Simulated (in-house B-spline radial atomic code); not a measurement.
**V⁸⁺: density, ELF and screening along the radius**

How do the shells of V⁸⁺ show in real space, and how much do the settings move them?

Method: several methods, spin-polarised, as named in each step; spherical all-electron atom at the radial basis limit. Code: in-house B-spline radial atomic code version 1.

### 1 What is computed

| Property | Result |
| --- | --- |
| element | vanadium (Z = 23) |
| charge | +8 |
| electrons | 15 |
| configuration | [Ne] 3s2 3p3 |
| nucleus | point (non-relativistic runs) or finite (X2C runs) |

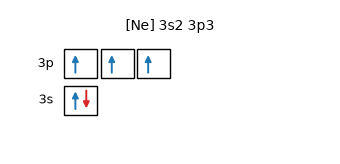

The shells outside the core, filled by Hund's rule for the drawing.

Where spins are not typed, each open shell is filled with up spins first.

### 2 Hartree-Fock, X2C

Settings, as recorded:

```ini
Z = 23
electrons = 15.0
configuration = [Ne] 3s2 3p3
hamiltonian = x2c
method = hf
spin_polarised = True
nucleus = fermi
rms_radius = 3.6002
mass_number = 51
atomic_mass = 50.943957664
speed_of_light = 137.035999084
```

The run is started by

```console
> python run_scf.py task.json out
```

The settings of every run stand in task.json; they run in order.

The program writes no log. Results of the run, from its result record (rounded, main fields):

```text
{
  "status": "converged",
  "scf [iteration, energy, orbital gradient]": [
    [1, -920.591900783, 0.896],
    [2, -925.822176604, 0.143],
    [3, -925.889832175, 0.0633],
    [4, -925.903009089, 0.0282],
    [5, -925.906289382, 0.00312],
    [6, -925.906343017, 0.000396],
    [7, -925.906343623, 3.4e-05],
    [8, -925.906343627, 7.1e-07],
    [9, -925.906343627, 3.57e-08]
  ],
  "energy [hartree]": {"total": -925.906343627, "kinetic": 936.714168479, "nuclear": -2110.58722371, "coulomb": 287.957179951, "exact_exchange": -39.9904683446},
  "orbitals [hartree, bohr; first row names the columns]": [
    ["name", "occ", "eps", "<r>", "<r^2>", "<1/r>", "r_max"],
    ["1s up", 1.0, -209.47031, 0.066117, 0.005892, 23.091, 0.043208],
    ["1s down", 1.0, -209.35144, 0.066083, 0.0058852, 23.099, 0.043198],
    ["2s up", 1.0, -30.57183, 0.30452, 0.1095, 4.8922, 0.25392],
    ["2s down", 1.0, -30.478844, 0.30393, 0.10889, 4.893, 0.25413],
    ["2p up", 3.0, -26.520828, 0.27095, 0.090133, 4.7387, 0.20718],
    ["2p down", 3.0, -26.345219, 0.27197, 0.090756, 4.7204, 0.20811],
    ["3s up", 1.0, -8.8199462, 0.85236, 0.82518, 1.6589, 0.77436],
    ["3s down", 1.0, -8.1156489, 0.86412, 0.84922, 1.6281, 0.77769],
    ["3p up", 3.0, -7.5111571, 0.87159, 0.8731, 1.5578, 0.78108]
  ],
  "sum_r [bohr^k]": {"-1": 92.31314, "1": 6.70066, "2": 5.066541},
  "specific_mass_shift [hartree m_e]": -183.3074,
  "radius_at_0.001 [bohr]": 2.053,
  "radius_enclosing_fraction [bohr]": {"0.5": 0.3098, "0.9": 1.007, "0.99": 1.535},
  "slater [hartree]": {
    "F0(3s up,3s up)": 1.0538,
    "F0(3s up,3s down)": 1.0468,
    "F0(3s up,3p up)": 1.0422,
    "G1(3s up,3p up)": 0.69877,
    "F0(3s down,3s down)": 1.0399,
    "F0(3s down,3p up)": 1.0353,
    "F0(3p up,3p up)": 1.0318,
    "F2(3p up,3p up)": 0.52973
  }
}
```

Run time: 0.21 s. Hardware: 1 thread, shared host.

radius_at_0.001 is where the density falls to 0.001 electrons per bohr³.

Fields along the radius, from the same record (one point in 2):

```
r (bohr)  4πr²n (1/bohr)       ELF  screened charge r·V (e)  reduced gradient s  4πr²(n↑−n↓)
 0.00699           4.113    0.9997                    22.36              0.4933    0.0005175
 0.00989           7.016    0.9996                    22.10              0.4820     0.001237
  0.0140           11.37    0.9993                    21.75              0.4894     0.003293
  0.0198           17.08    0.9985                    21.27              0.5173     0.009496
  0.0280           23.12    0.9956                    20.64              0.5704      0.02827
  0.0397           27.13    0.9809                    19.84              0.6564      0.08277
  0.0562           26.53    0.8787                    18.87              0.7677       0.2226
  0.0795           22.27    0.4623                    17.70              0.7935       0.5195
   0.113           20.62    0.2644                    16.29              0.4865       0.9809
   0.159           25.76    0.5716                    14.69              0.2891        1.287
   0.225           29.45    0.8368                    12.98              0.4361       0.8727
   0.319           20.87    0.7933                    11.47              0.7687     0.005753
   0.452           9.088    0.1771                    10.27               1.001       0.8078
   0.639           7.215    0.4079                    9.226              0.3430        3.539
   0.904           6.588    0.9011                    8.415              0.7238        3.855
    1.28           2.211    0.8039                    8.063               1.839        1.351
    1.81          0.1940    0.1795                    8.003               6.035       0.1251
    2.56        0.002865  0.001058                    8.000               33.47     0.001989
```

### 3 RPBE, X2C

Changes to the settings of step 2:

```diff
@@ -4,3 +4,3 @@
 hamiltonian = x2c
-method = hf
+method = rpbe,pbe
 spin_polarised = True
```

Results of the run:

```text
{
  "status": "converged",
  "scf [iteration, energy, orbital gradient]": [
    [1, -921.268342077, 0.881],
    [2, -926.159403039, 0.226],
    [3, -926.466653429, 0.0824],
    [4, -926.509751088, 0.0298],
    [5, -926.516098771, 0.00829],
    [6, -926.516582383, 8.48e-05],
    [7, -926.51658241, 6.79e-06],
    [8, -926.51658241, 1.5e-07]
  ],
  "energy [hartree]": {"total": -926.51658241, "kinetic": 936.845244489, "nuclear": -2110.78509032, "coulomb": 288.009598834, "xc": -40.5863354186},
  "orbitals [hartree, bohr; first row names the columns]": [
    ["name", "occ", "eps", "<r>"],
    ["1s up", 1.0, -203.5827, 0.06615],
    ["1s down", 1.0, -203.52627, 0.066134],
    ["2s up", 1.0, -28.503627, 0.30662],
    ["2s down", 1.0, -28.460018, 0.30631],
    ["2p up", 3.0, -24.882276, 0.27238],
    ["2p down", 3.0, -24.813963, 0.27227],
    ["3s up", 1.0, -8.0936127, 0.85247],
    ["3s down", 1.0, -7.800637, 0.85853],
    ["3p up", 3.0, -7.0561506, 0.86739]
  ],
  "sum_r [bohr^k]": {"-1": 92.32285, "1": 6.692321, "2": 5.048372}
}
```

It took 0.15 s on 1 thread, shared host.

Fields along the radius, from the same record (one point in 4):

```
r (bohr)  4πr²n (1/bohr)     ELF  screened charge r·V (e)  reduced gradient s  4πr²(n↑−n↓)
 0.00698           4.111  0.9997                    22.36              0.4945     -0.00005
  0.0140           11.38  0.9993                    21.75              0.4904     0.001784
  0.0280           23.11  0.9955                    20.64              0.5712      0.02569
  0.0560           26.55  0.8796                    18.88              0.7659       0.2201
   0.112           20.62  0.2651                    16.33              0.4970       0.9687
   0.225           29.38  0.8351                    12.98              0.4372       0.8627
   0.450           9.240  0.1870                    10.28              0.9967       0.8040
   0.901           6.635  0.8989                    8.415              0.7237        3.877
    1.80          0.2039  0.1905                    8.003               5.833       0.1333
```

### 4 B3LYP, X2C

Changes to the settings of step 3:

```diff
@@ -4,3 +4,3 @@
 hamiltonian = x2c
-method = rpbe,pbe
+method = b3lyp
 spin_polarised = True
```

Results of the run:

```text
{
  "status": "converged",
  "scf [iteration, energy, orbital gradient]": [
    [1, -921.285686624, 0.874],
    [2, -926.256031922, 0.215],
    [3, -926.505023974, 0.0809],
    [4, -926.542087301, 0.0304],
    [5, -926.548092442, 0.00764],
    [6, -926.548453892, 7.31e-05],
    [7, -926.548453924, 4.99e-06],
    [8, -926.548453924, 4.56e-08]
  ],
  "energy [hartree]": {"total": -926.548453924, "kinetic": 936.706301169, "nuclear": -2110.68019954, "coulomb": 288.041987383, "exact_exchange": -7.99341426087, "xc": -32.6231286703},
  "orbitals [hartree, bohr; first row names the columns]": [
    ["name", "occ", "eps", "<r>"],
    ["1s up", 1.0, -204.77621, 0.066163],
    ["1s down", 1.0, -204.70496, 0.066146],
    ["2s up", 1.0, -28.926461, 0.30645],
    ["2s down", 1.0, -28.868814, 0.30612],
    ["2p up", 3.0, -25.236642, 0.27214],
    ["2p down", 3.0, -25.145866, 0.2723],
    ["3s up", 1.0, -8.235783, 0.85238],
    ["3s down", 1.0, -7.8972596, 0.85916],
    ["3p up", 3.0, -7.1510252, 0.86764]
  ],
  "sum_r [bohr^k]": {"-1": 92.31767, "1": 6.69266, "2": 5.05061}
}
```

Wall time 0.22 s (1 thread, shared host).

Fields along the radius, from the same record (one point in 4):

```
r (bohr)  4πr²n (1/bohr)     ELF  screened charge r·V (e)  reduced gradient s  4πr²(n↑−n↓)
 0.00698           4.107  0.9997                    22.36              0.4944      0.00008
  0.0140           11.37  0.9993                    21.75              0.4903     0.002154
  0.0280           23.10  0.9955                    20.64              0.5710      0.02655
  0.0560           26.55  0.8796                    18.88              0.7655       0.2222
   0.112           20.64  0.2653                    16.33              0.4968       0.9758
   0.225           29.37  0.8351                    12.98              0.4376       0.8697
   0.450           9.257  0.1868                    10.28              0.9937       0.8099
   0.901           6.607  0.8987                    8.417              0.7241        3.858
    1.80          0.2035  0.1909                    8.003               5.861       0.1327
```

### 5 BP86, X2C

Changes to the settings of step 4:

```diff
@@ -4,3 +4,3 @@
 hamiltonian = x2c
-method = b3lyp
+method = b88,p86
 spin_polarised = True
```

Results of the run:

```text
{
  "status": "converged",
  "scf [iteration, energy, orbital gradient]": [
    [1, -921.385030185, 0.876],
    [2, -926.275586207, 0.23],
    [3, -926.592615982, 0.0832],
    [4, -926.636816941, 0.0299],
    [5, -926.643281095, 0.00851],
    [6, -926.643779366, 9.23e-05],
    [7, -926.643779417, 5.85e-06],
    [8, -926.643779417, 4.17e-08]
  ],
  "energy [hartree]": {"total": -926.643779417, "kinetic": 937.007417743, "nuclear": -2111.01133274, "coulomb": 288.077392104, "xc": -40.7172565264},
  "orbitals [hartree, bohr; first row names the columns]": [
    ["name", "occ", "eps", "<r>"],
    ["1s up", 1.0, -203.63605, 0.066152],
    ["1s down", 1.0, -203.57806, 0.066138],
    ["2s up", 1.0, -28.512459, 0.30676],
    ["2s down", 1.0, -28.46268, 0.30644],
    ["2p up", 3.0, -24.897226, 0.27242],
    ["2p down", 3.0, -24.826875, 0.27229],
    ["3s up", 1.0, -8.0895358, 0.85225],
    ["3s down", 1.0, -7.8212622, 0.85741],
    ["3p up", 3.0, -7.0552828, 0.86648]
  ],
  "sum_r [bohr^k]": {"-1": 92.33268, "1": 6.68869, "2": 5.039939}
}
```

Wall time 0.15 s (1 thread, shared host).

Fields along the radius, from the same record (one point in 4):

```
r (bohr)  4πr²n (1/bohr)     ELF  screened charge r·V (e)  reduced gradient s  4πr²(n↑−n↓)
 0.00698           4.111  0.9997                    22.36              0.4946     -0.00008
  0.0140           11.38  0.9993                    21.75              0.4905     0.001721
  0.0280           23.11  0.9955                    20.64              0.5712      0.02568
  0.0560           26.55  0.8794                    18.88              0.7656       0.2208
   0.112           20.63  0.2655                    16.33              0.4969       0.9704
   0.225           29.36  0.8350                    12.98              0.4376       0.8626
   0.449           9.302  0.1899                    10.29              0.9960       0.8002
   0.900           6.634  0.8985                    8.416              0.7212        3.871
    1.80          0.1979  0.1858                    8.003               5.977       0.1299
```

### 6 Results

| run | total energy (hartree) | highest level (eV) | radius holding 50 / 90 / 99 % (bohr) | radius at n = 0.001 (bohr) | ELF minima on the full grid (bohr) |
| --- | --- | --- | --- | --- | --- |
| Hartree-Fock, X2C | -925.9063 | -204.39 | 0.310 / 1.01 / 1.53 | 2.05 | 0.11, 0.54 |
| RPBE, X2C | -926.5166 | -192.01 | 0.310 / 1.00 / 1.53 | 2.06 | 0.11, 0.54 |
| B3LYP, X2C | -926.5485 | -194.59 | 0.310 / 1.00 / 1.53 | 2.06 | 0.11, 0.54 |
| BP86, X2C | -926.6438 | -191.98 | 0.310 / 1.00 / 1.53 | 2.05 | 0.11, 0.54 |

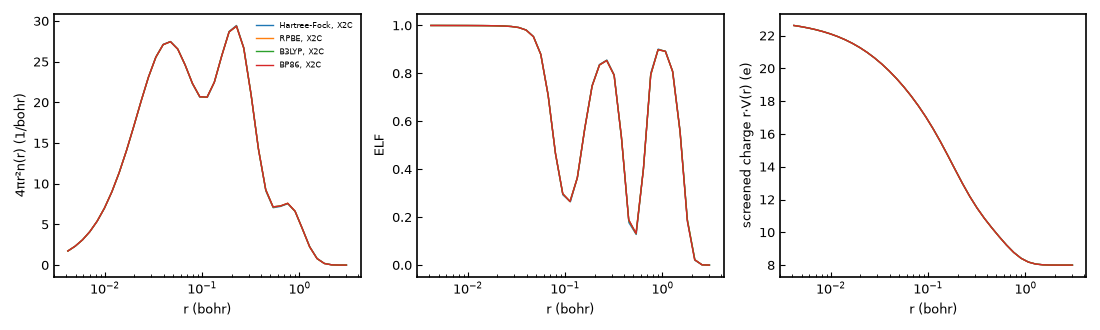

Radial density, ELF and screened nuclear charge of all runs.

**Reading.** In the first run ELF has 2 minima on the grid, which mark the borders between shells. On the record's full grid the screened charge (r times the electrostatic potential) falls from 22.9 near the nucleus to 8.00 at 3.0 bohr; far out it tends to the net charge, 8. The grid is coarse (about 19 % a step), so the places of minima are rough. For X2C runs ELF uses the non-relativistic kinetic energy density, and the fields carry no picture-change correction.
